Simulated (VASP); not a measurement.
Band structure of HfN (rock salt). Computed with vdW-DF2, VASP's PBE PAW potentials (set 64) (plane waves; VASP 6.6.1).

Unless said otherwise, spin-orbit coupling is left out, though it shifts the bands of the heavy elements here.

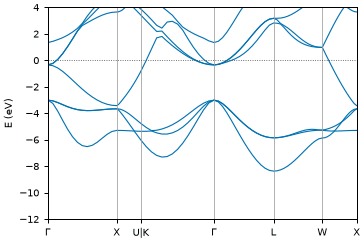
Figure: Bands along high-symmetry lines, zero at the valence-band maximum or, without a gap, the Fermi level

Question: Read the plot: is there a gap, and where are the band edges?

Answer: It has no gap at this level: it comes out as a metal or semimetal. (Edges off the drawn lines would not show.)

The compound is HfN in the rock salt structure. It was relaxed first, which changed the volume by +7 %. The electron count is odd and the run is not spin-polarised, which forces a metal.
